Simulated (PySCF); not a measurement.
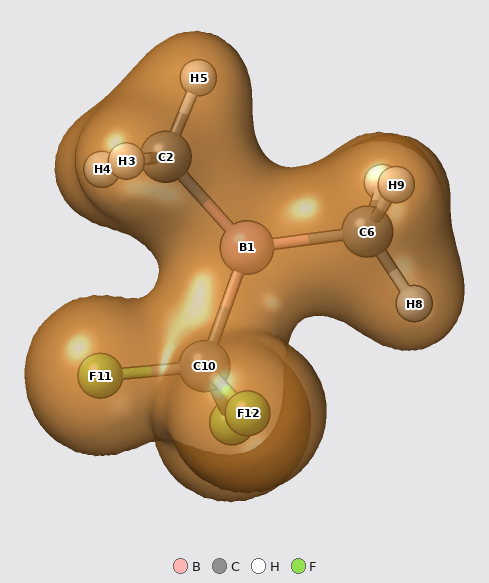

Figure 1: C3H6BF3. Isosurface of the electron density at 0.2 e/Å³ (orange), seen across its widest extent.

Geometry: PBE0-D3(BJ)/def2-SVP.

Method: PBE0/pcSseg-1, SCF density, gas phase, non-relativistic in PySCF.

Input file:

```
{"job": {"kind": "nmr", "xc": "PBE0", "basis": "pcSseg-1"}, "charge": 0, "multiplicity": 1}
B      0.040016     0.066444     0.018156
C      1.595660     0.039032    -0.023994
H      1.910626    -0.480683    -0.948016
H      1.988353    -0.593787     0.790838
H      2.078694     1.024708     0.010386
C     -0.819159     1.366566     0.020628
H     -0.496572     2.017903     0.851807
H     -1.905609     1.220655     0.078250
H     -0.585738     1.940200    -0.894640
C     -0.743865    -1.343412     0.029473
F      0.040453    -2.431677     0.043157
F     -1.527392    -1.445733    -1.062469
F     -1.544837    -1.432336     1.108624
```

Command:

```sh
OMP_NUM_THREADS=1 python probes_run.py task.json out
```

What does this surface tell about the bonding?

At this value the surface is in one piece. It bridges the sampled C–F (1.34 Å), C–B (1.56 Å), C–H (1.10 Å) and C–B (1.61 Å) contacts, where the density stays above the isovalue. On the grid the lowest density along these lines, outside the cores, is 1.9 e/Å³ (C–F, 1.34 Å), 1.3 e/Å³ (C–B, 1.56 Å), 1.8 e/Å³ (C–H, 1.10 Å) and 1.2 e/Å³ (C–B, 1.61 Å).
